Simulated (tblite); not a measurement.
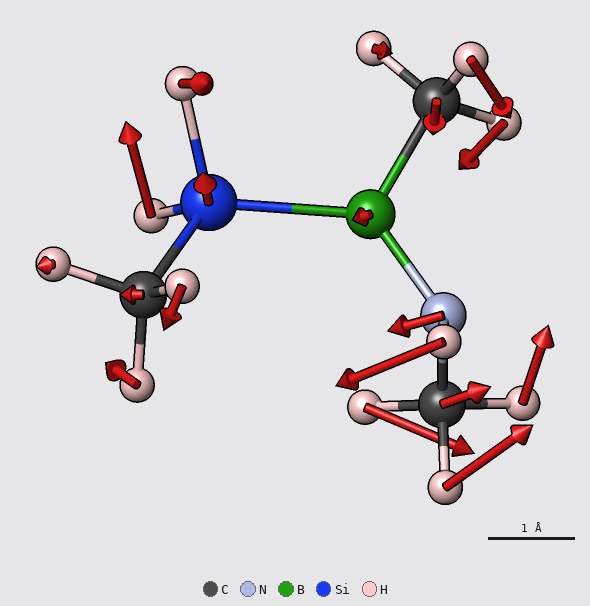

This is a relaxation of C3H12BNSi. The starting structure is drawn; red arrows show the displacements, at their true length. The two geometries are superimposed by the best rigid fit.

A ball-and-stick model, seen from a free direction.

Theory: GFN2-xTB geometry optimisation, gas phase in tblite 0.8.0. 

Atoms of which element are displaced furthest, and by how much?

Hydrogen: up to 1.57 Å, against 0.74 Å for nitrogen.

Describe the change and its energy.

The energy falls by 161.0 kJ/mol in 179 geometry steps. An H atom moves most after the best rigid fit: 1.57 Å. Largest moves by element: H 1.57 Å, N 0.74 Å, C 0.70 Å, Si 0.57 Å, B 0.28 Å. Near-neighbour distances that change, for instance: B–N 1.500 → 1.385 Å, C–Si 1.851 → 1.912 Å, B–Si 1.910 → 1.969 Å, C–H 1.128 → 1.086 Å. Bond angles that change, for instance: C–N–B 115.1° → 129.3°, N–B–Si 127.8° → 119.3°, B–Si–H 106.9° → 114.8°. Groups turn about B–Si by about 30°. The run took 1.1 s on 1 thread of Arm Neoverse V1 (shared host).
